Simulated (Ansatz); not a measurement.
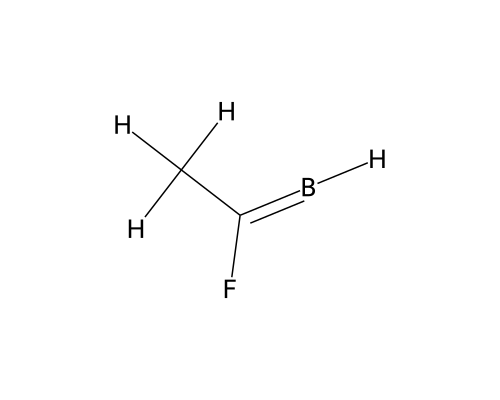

Structural formula above. The computed structure is the end point of a PBE0-D4/def2-TZVP optimisation. No frequency run is at hand to confirm it as a minimum.

Describe the 3D structure.

The molecule is C₂H₄BF. Its SMILES string is `[H]/B=C(\C)F`. It has no ring. Among its groups: C–F bond, B–H bond. The point group is Cs. Coordination: 1 B linear; 1 C trigonal planar; 1 C tetrahedral.

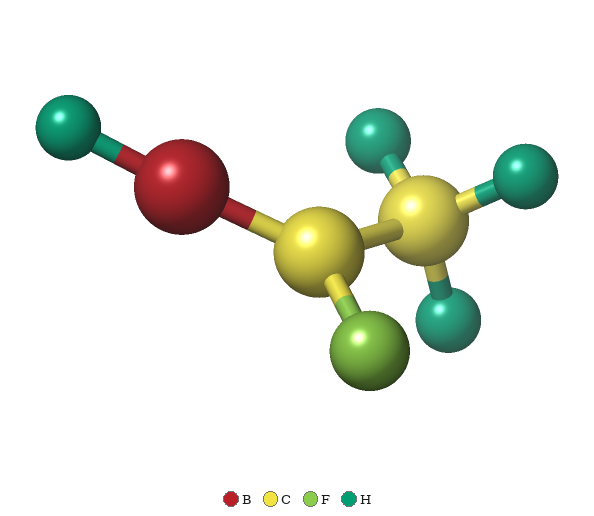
